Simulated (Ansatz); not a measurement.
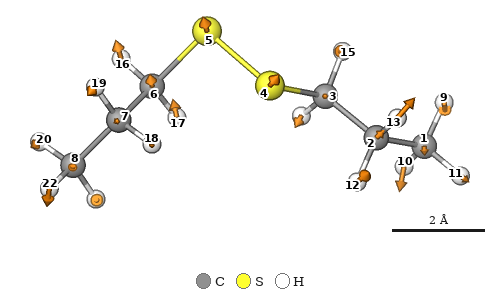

A relaxation of C6H14S2 (coarse preliminary run). The starting structure is drawn; orange arrows show the displacements, 5 times their true length. The two geometries are superimposed by the best rigid fit.

A ball-and-stick model, seen face on.

The start comes from a force field.

Level of theory: RKS PBE-D4/def2-SVP (Ansatz 0.2.0).

Input file:
```yaml
crystal:
  periodic: [false, false, false]
  atoms:
    - {symbol: C, position_ang: [-1.529810, -3.651780, 0.827870]}
    - {symbol: C, position_ang: [-1.811100, -2.288080, 0.207910]}
    - {symbol: C, position_ang: [-1.088660, -1.185560, 0.961230]}
    - {symbol: S, position_ang: [-1.496540, 0.443960, 0.208770]}
    - {symbol: S, position_ang: [-0.404180, 1.716100, 1.344160]}
    - {symbol: C, position_ang: [1.166760, 1.839070, 0.405410]}
    - {symbol: C, position_ang: [0.975430, 2.537410, -0.928330]}
    - {symbol: C, position_ang: [2.290070, 2.642500, -1.691570]}
    - {symbol: H, position_ang: [-1.863230, -3.676570, 1.862920]}
    - {symbol: H, position_ang: [-0.464520, -3.871370, 0.804960]}
    - {symbol: H, position_ang: [-2.053550, -4.429900, 0.278690]}
    - {symbol: H, position_ang: [-1.488740, -2.280690, -0.835480]}
    - {symbol: H, position_ang: [-2.884200, -2.087560, 0.225030]}
    - {symbol: H, position_ang: [-0.007270, -1.315340, 0.908850]}
    - {symbol: H, position_ang: [-1.400060, -1.146880, 2.004890]}
    - {symbol: H, position_ang: [1.829420, 2.402410, 1.061090]}
    - {symbol: H, position_ang: [1.561760, 0.830930, 0.278170]}
    - {symbol: H, position_ang: [0.247790, 1.978600, -1.522420]}
    - {symbol: H, position_ang: [0.566810, 3.534560, -0.752190]}
    - {symbol: H, position_ang: [3.023800, 3.201390, -1.114860]}
    - {symbol: H, position_ang: [2.695190, 1.653890, -1.896630]}
    - {symbol: H, position_ang: [2.134840, 3.152940, -2.638460]}
basis:
  gaussian: {orbitals: def2-SVP}
hamiltonian: {xc: pbe, dispersion: d4}
relax: {f_tol: 0.03, max_steps: 200}
```

Run as
```bash
ansatz run in.yaml --threads 4 --pin off --events-out ev --progress --plain --max-ram 66560MiB --backend cuda --devices 0, --max-vram 37GiB
```

Q: What happened in the run?

A: The largest move after the best rigid fit is that of H12, 0.14 Å. By element the largest moves are H 0.14 Å, S 0.09 Å, C 0.07 Å. Near-neighbour distances that change, for instance: S4–S5 2.025 → 2.075 Å, C1–H10 1.088 → 1.110 Å, S5–C6 1.834 → 1.841 Å, C1–C2 1.524 → 1.531 Å. Among the angles between lasting bonds that change: S5–C6–C7 111.9° → 114.4°, H16–C6–H17 109.2° → 106.8°. After 4 geometry steps the energy has fallen by 3.58 kcal/mol. The largest force component goes from 0.87 to 0.029 eV/Å. The run took about 13 s of wall time on a shared GPU.
